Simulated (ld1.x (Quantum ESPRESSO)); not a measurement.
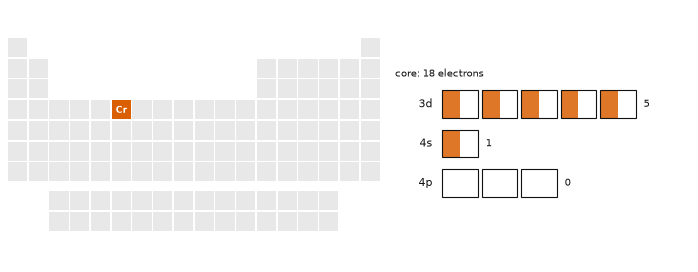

**Figure 1.** Left, the place of chromium in the periodic table; right, the valence shells of the reference configuration: a box for each of the 2l + 1 orbitals, shaded by the share of the shell that is filled, with the electron count at the right.

# Pseudopotential generation for Cr (part 1 of 2)

- system: chromium (Cr, Z = 24), core [Ar], reference valence 3d5 4s1 4p0, valence charge 6.
- method: TM potential, PBE, scalar-relativistic, made with ld1.x (Quantum ESPRESSO) 7.5

## Log
```
     Program LD1 v.7.5
     --------------------------- All-electron run ----------------------------

     Cr
     scalar relativistic calculation

     atomic number is 24.00
     dft =PBE   lsd =0 sic =0 latt =0  beta=0.20 tr2=1.0E-14
     Exchange-correlation= PBE
                           (   1   4   3   4   0   0   0)
     mesh =1183 r(mesh) =  99.18097 a.u. xmin = -7.00 dx = 0.01250
     1 Ry =  13.60569312 eV, c = 137.03599908

     n l     nl                  e(Ry)          e(Ha)          e(eV)
     1 0     1S 1( 2.00)      -432.2430      -216.1215     -5880.9659
     2 0     2S 1( 2.00)       -49.0343       -24.5172      -667.1462
     2 1     2P 1( 6.00)       -41.2106       -20.6053      -560.6988
     3 0     3S 1( 2.00)        -5.4382        -2.7191       -73.9910
     3 1     3P 1( 6.00)        -3.3400        -1.6700       -45.4429
     3 2     3D 1( 5.00)        -0.2141        -0.1070        -2.9129
     4 0     4S 1( 1.00)        -0.2945        -0.1473        -4.0069
     4 1     4P 1( 0.00)        -0.0727        -0.0363        -0.9885

     final scf error:  2.9E-15 reached in  30 iterations

     Etot =   -2101.058399 Ry,   -1050.529200 Ha,  -28586.355814 eV

     Ekin =    2122.324354 Ry,    1061.162177 Ha,   28875.693865 eV
     Encl =   -5013.937674 Ry,   -2506.968837 Ha,  -68218.097330 eV
     Eh   =     887.776586 Ry,     443.888293 Ha,   12078.815786 eV
     Exc  =     -97.221665 Ry,     -48.610832 Ha,   -1322.768135 eV

     normalization and overlap integrals

     s(1S/1S) =  1.000000  <r> =   0.0636  <r2> =    0.0054  r(max) =   0.0417
     s(2S/2S) =  1.000000  <r> =   0.2931  <r2> =    0.1015  r(max) =   0.2428
     s(2P/2P) =  1.000000  <r> =   0.2598  <r2> =    0.0831  r(max) =   0.1988
     s(3S/3S) =  1.000000  <r> =   0.9019  <r2> =    0.9400  r(max) =   0.7764
     s(3P/3P) =  1.000000  <r> =   0.9660  <r2> =    1.1034  r(max) =   0.7961
     s(3D/3D) =  1.000000  <r> =   1.5165  <r2> =    3.3298  r(max) =   0.8369
     s(4S/4S) =  1.000000  <r> =   3.4357  <r2> =   13.7956  r(max) =   2.7441
     s(4P/4P) =  1.000000  <r> =   5.2574  <r2> =   33.3166  r(max) =   3.9430

     ------------------------ End of All-electron run ------------------------

     --------------------- Generating NC pseudopotential ---------------------

      Generating local potential from pseudized AE potential:
      Matching radius rcloc =   2.2000
      Enforcing V''(0)=0 (lloc=-2)

      Local pseudo, rcloc= 2.219 Estimated cut-off energy=     6.61 Ry

      Wfc   4S  rcut= 2.164  Using Troullier-Martins method

      Wfc   4P  rcut= 4.250  Using Troullier-Martins method

      Wfc   3D  rcut= 1.910  Using Troullier-Martins method

      Wfc   4F  rcut= 4.250  Using Troullier-Martins method

     ------------------- End of pseudopotential generation -------------------

     --------------------------- All-electron run ----------------------------

     Cr
     scalar relativistic calculation

     atomic number is 24.00
     dft =PBE   lsd =0 sic =0 latt =0  beta=0.20 tr2=1.0E-14
     Exchange-correlation= PBE
                           (   1   4   3   4   0   0   0)
     mesh =1183 r(mesh) =  99.18097 a.u. xmin = -7.00 dx = 0.01250
     1 Ry =  13.60569312 eV, c = 137.03599908

     n l     nl                  e(Ry)          e(Ha)          e(eV)
     1 0     1S 1( 2.00)      -432.2430      -216.1215     -5880.9659
     2 0     2S 1( 2.00)       -49.0343       -24.5172      -667.1462
     2 1     2P 1( 6.00)       -41.2106       -20.6053      -560.6988
     3 0     3S 1( 2.00)        -5.4382        -2.7191       -73.9910
     3 1     3P 1( 6.00)        -3.3400        -1.6700       -45.4429
     3 2     3D 1( 5.00)        -0.2141        -0.1070        -2.9129
     4 0     4S 1( 1.00)        -0.2945        -0.1473        -4.0069
     4 1     4P 1( 0.00)        -0.0727        -0.0363        -0.9885

     final scf error:  2.9E-15 reached in  30 iterations

     Etot =   -2101.058399 Ry,   -1050.529200 Ha,  -28586.355814 eV

     Ekin =    2122.324354 Ry,    1061.162177 Ha,   28875.693865 eV
     Encl =   -5013.937674 Ry,   -2506.968837 Ha,  -68218.097330 eV
     Eh   =     887.776586 Ry,     443.888293 Ha,   12078.815786 eV
     Exc  =     -97.221665 Ry,     -48.610832 Ha,   -1322.768135 eV

     normalization and overlap integrals

     s(1S/1S) =  1.000000  <r> =   0.0636  <r2> =    0.0054  r(max) =   0.0417
     s(2S/2S) =  1.000000  <r> =   0.2931  <r2> =    0.1015  r(max) =   0.2428
     s(2P/2P) =  1.000000  <r> =   0.2598  <r2> =    0.0831  r(max) =   0.1988
     s(3S/3S) =  1.000000  <r> =   0.9019  <r2> =    0.9400  r(max) =   0.7764
     s(3P/3P) =  1.000000  <r> =   0.9660  <r2> =    1.1034  r(max) =   0.7961
     s(3D/3D) =  1.000000  <r> =   1.5165  <r2> =    3.3298  r(max) =   0.8369
     s(4S/4S) =  1.000000  <r> =   3.4357  <r2> =   13.7956  r(max) =   2.7441
     s(4P/4P) =  1.000000  <r> =   5.2574  <r2> =   33.3166  r(max) =   3.9430

     ------------------------ End of All-electron run ------------------------

     Computing logarithmic derivative in   4.66793
     Computing logarithmic derivative in   4.66793
     Computing the partial wave expansion
     R is outside the sphere for l=    0 j= 0.00
     R is outside the sphere for l=    1 j= 0.00
     R is outside the sphere for l=    2 j= 0.00
     R is outside the sphere for l=    3 j= 0.00

     ---------------------- Testing the pseudopotential ----------------------

     Cr
     scalar relativistic calculation

     atomic number is 24.00   valence charge is  6.00
     dft =PBE   lsd =0 sic =0 latt =0  beta=0.20 tr2=1.0E-14
     mesh =1183 r(mesh) =  99.18097 xmin = -7.00 dx = 0.01250

     n l     nl             e AE (Ry)        e PS (Ry)    De AE-PS (Ry)
     3 2     3D   1( 5.00)       -0.21409       -0.21409        0.00000
     1 0     4S   1( 1.00)       -0.29450       -0.29450        0.00000
     2 1     4P   1( 0.00)       -0.07265       -0.07265        0.00000

     eps = 9.2E-15  iter = 10

     Etot =   -2101.058399 Ry,   -1050.529200 Ha,  -28586.355814 eV
     Etotps =   -18.854839 Ry,      -9.427420 Ha,    -256.533159 eV

     Ekin =      34.830032 Ry,      17.415016 Ha,     473.886731 eV
     Encl =     -42.593883 Ry,     -21.296941 Ha,    -579.519296 eV
     Ehrt =      18.861451 Ry,       9.430726 Ha,     256.623117 eV
     Ecxc =      -4.737649 Ry,      -2.368825 Ha,     -64.459004 eV
     Epseu=     -25.214791 Ry,     -12.607395 Ha,    -343.064708 eV

     ---------------------- End of pseudopotential test ----------------------
```

## Output of the test run (extracts)
```
     ---------------------- Testing the pseudopotential ----------------------

     Cr
     scalar relativistic calculation

     atomic number is 24.00   valence charge is  6.00
     dft =PBE   lsd =0 sic =0 latt =0  beta=0.20 tr2=1.0E-14
     mesh =1183 r(mesh) =  99.18097 xmin = -7.00 dx = 0.01250

     n l     nl             e AE (Ry)        e PS (Ry)    De AE-PS (Ry)
     3 2     3D   1( 5.00)       -0.21409       -0.21409        0.00000
     1 0     4S   1( 1.00)       -0.29450       -0.29450        0.00000
     2 1     4P   1( 0.00)       -0.07265       -0.07265        0.00000

     eps = 1.5E-15  iter = 13

     Etot =   -2101.058399 Ry,   -1050.529200 Ha,  -28586.355814 eV
     Etotps =   -18.854840 Ry,      -9.427420 Ha,    -256.533161 eV

     Ekin =      34.830032 Ry,      17.415016 Ha,     473.886732 eV
     Encl =     -42.593883 Ry,     -21.296941 Ha,    -579.519297 eV
     Ehrt =      18.861451 Ry,       9.430726 Ha,     256.623118 eV
     Ecxc =      -4.737649 Ry,      -2.368825 Ha,     -64.459005 eV
     Epseu=     -25.214791 Ry,     -12.607396 Ha,    -343.064709 eV

     ---------------------- End of pseudopotential test ----------------------

     ---------------------- Testing the pseudopotential ----------------------

     Cr
     scalar relativistic calculation

     atomic number is 24.00   valence charge is  6.00
     dft =PBE   lsd =0 sic =0 latt =0  beta=0.20 tr2=1.0E-14
     mesh =1183 r(mesh) =  99.18097 xmin = -7.00 dx = 0.01250

     n l     nl             e AE (Ry)        e PS (Ry)    De AE-PS (Ry)
     3 2     3D   1( 5.00)       -0.72577       -0.71888       -0.00689  !
     1 0     4S   1( 0.00)       -0.73147       -0.72574       -0.00573  !
     2 1     4P   1( 0.00)       -0.44104       -0.43862       -0.00242

     eps = 5.0E-17  iter = 10

     Etot =   -2100.551196 Ry,   -1050.275598 Ha,  -28579.454958 eV
     Etotps =   -18.349348 Ry,      -9.174674 Ha,    -249.655594 eV
     dEtot_ae =       0.507204 Ry
     dEtot_ps =       0.505492 Ry,   Delta E=       0.001712 Ry

     Ekin =      35.958136 Ry,      17.979068 Ha,     489.235361 eV
     Encl =     -39.449987 Ry,     -19.724993 Ha,    -536.744411 eV
     Ehrt =      16.051696 Ry,       8.025848 Ha,     218.394450 eV
     Ecxc =      -4.501990 Ry,      -2.250995 Ha,     -61.252692 eV
     Epseu=     -26.407203 Ry,     -13.203602 Ha,    -359.288301 eV

     ---------------------- End of pseudopotential test ----------------------

     ---------------------- Testing the pseudopotential ----------------------

     Cr
     scalar relativistic calculation

     atomic number is 24.00   valence charge is  6.00
     dft =PBE   lsd =0 sic =0 latt =0  beta=0.20 tr2=1.0E-14
     mesh =1183 r(mesh) =  99.18097 xmin = -7.00 dx = 0.01250

     n l     nl             e AE (Ry)        e PS (Ry)    De AE-PS (Ry)
     3 2     3D   1( 4.00)       -1.67988       -1.68655        0.00667  !
     1 0     4S   1( 0.00)       -1.37009       -1.35549       -0.01460  !
     2 1     4P   1( 0.00)       -0.98872       -0.98325       -0.00547  !

     eps = 2.3E-16  iter =  9

     Etot =   -2099.371357 Ry,   -1049.685678 Ha,  -28563.402430 eV
     Etotps =   -17.171533 Ry,      -8.585766 Ha,    -233.630603 eV
     dEtot_ae =       1.687043 Ry
     dEtot_ps =       1.683307 Ry,   Delta E=       0.003736 Ry

     Ekin =      32.874208 Ry,      16.437104 Ha,     447.276380 eV
     Encl =     -33.294092 Ry,     -16.647046 Ha,    -452.989192 eV
     Ehrt =      11.503220 Ry,       5.751610 Ha,     156.509284 eV
     Ecxc =      -3.768949 Ry,      -1.884475 Ha,     -51.279166 eV
     Epseu=     -24.485920 Ry,     -12.242960 Ha,    -333.147909 eV

     ---------------------- End of pseudopotential test ----------------------

     ---------------------- Testing the pseudopotential ----------------------

     Cr
     scalar relativistic calculation

     atomic number is 24.00   valence charge is  6.00
     dft =PBE   lsd =0 sic =0 latt =0  beta=0.20 tr2=1.0E-14
     mesh =1183 r(mesh) =  99.18097 xmin = -7.00 dx = 0.01250

     n l     nl             e AE (Ry)        e PS (Ry)    De AE-PS (Ry)
     3 2     3D   1( 3.00)       -2.87533       -2.90229        0.02696  !
     1 0     4S   1( 0.00)       -2.13084       -2.13589        0.00506  !
     2 1     4P   1( 0.00)       -1.66504       -1.68558        0.02053  !

     eps = 4.0E-16  iter =  9

     Etot =   -2097.111372 Ry,   -1048.555686 Ha,  -28532.653769 eV
     Etotps =   -14.893555 Ry,      -7.446778 Ha,    -202.637139 eV
     dEtot_ae =       3.947027 Ry
     dEtot_ps =       3.961285 Ry,   Delta E=      -0.014257 Ry

     Ekin =      27.296344 Ry,      13.648172 Ha,     371.385685 eV
     Encl =     -25.808934 Ry,     -12.904467 Ha,    -351.148439 eV
     Ehrt =       6.984445 Ry,       3.492223 Ha,      95.028221 eV
     Ecxc =      -2.813713 Ry,      -1.406856 Ha,     -38.282512 eV
     Epseu=     -20.551698 Ry,     -10.275849 Ha,    -279.620093 eV

     ---------------------- End of pseudopotential test ----------------------

     ---------------------- Testing the pseudopotential ----------------------

     Cr
     scalar relativistic calculation

     atomic number is 24.00   valence charge is  6.00
     dft =PBE   lsd =0 sic =0 latt =0  beta=0.20 tr2=1.0E-14
     mesh =1183 r(mesh) =  99.18097 xmin = -7.00 dx = 0.01250

     n l     nl             e AE (Ry)        e PS (Ry)    De AE-PS (Ry)
     3 2     3D   1( 2.00)       -4.26285       -4.26968        0.00683  !
     1 0     4S   1( 0.00)       -2.99021       -3.10820        0.11799  !
     2 1     4P   1( 0.00)       -2.44832       -2.55370        0.10538  !

     eps = 3.1E-16  iter =  9

     Etot =   -2093.556959 Ry,   -1046.778479 Ha,  -28484.293517 eV
     Etotps =   -11.316480 Ry,      -5.658240 Ha,    -153.968553 eV
     dEtot_ae =       7.501440 Ry
     dEtot_ps =       7.538360 Ry,   Delta E=      -0.036919 Ry

     Ekin =      19.649165 Ry,       9.824583 Ha,     267.340510 eV
     Encl =     -17.572492 Ry,      -8.786246 Ha,    -239.085939 eV
     Ehrt =       3.272968 Ry,       1.636484 Ha,      44.530998 eV
     Ecxc =      -1.767323 Ry,      -0.883661 Ha,     -24.045652 eV
     Epseu=     -14.898798 Ry,      -7.449399 Ha,    -202.708469 eV

     ---------------------- End of pseudopotential test ----------------------

     ---------------------- Testing the pseudopotential ----------------------

     Cr
     scalar relativistic calculation

     atomic number is 24.00   valence charge is  6.00
     dft =PBE   lsd =0 sic =0 latt =0  beta=0.20 tr2=1.0E-14
     mesh =1183 r(mesh) =  99.18097 xmin = -7.00 dx = 0.01250

     n l     nl             e AE (Ry)        e PS (Ry)    De AE-PS (Ry)
     3 2     3D   1( 4.00)       -0.54691       -0.55754        0.01063  !
     1 0     4S   1( 1.00)       -0.42770       -0.42553       -0.00217
     2 1     4P   1( 1.00)       -0.15520       -0.15402       -0.00118

     eps = 1.3E-15  iter = 23

     Etot =   -2100.800717 Ry,   -1050.400359 Ha,  -28582.849872 eV
     Etotps =   -18.591977 Ry,      -9.295988 Ha,    -252.956733 eV
     dEtot_ae =       0.257682 Ry
     dEtot_ps =       0.262863 Ry,   Delta E=      -0.005181 Ry

     Ekin =      32.031130 Ry,      16.015565 Ha,     435.805725 eV
     Encl =     -40.290257 Ry,     -20.145129 Ha,    -548.176874 eV
     Ehrt =      17.041028 Ry,       8.520514 Ha,     231.854997 eV
     Ecxc =      -4.358291 Ry,      -2.179145 Ha,     -59.297569 eV
     Epseu=     -23.015587 Ry,     -11.507793 Ha,    -313.143012 eV

     ---------------------- End of pseudopotential test ----------------------
```

(Continued in part 2.) Outcome of the run: generated.
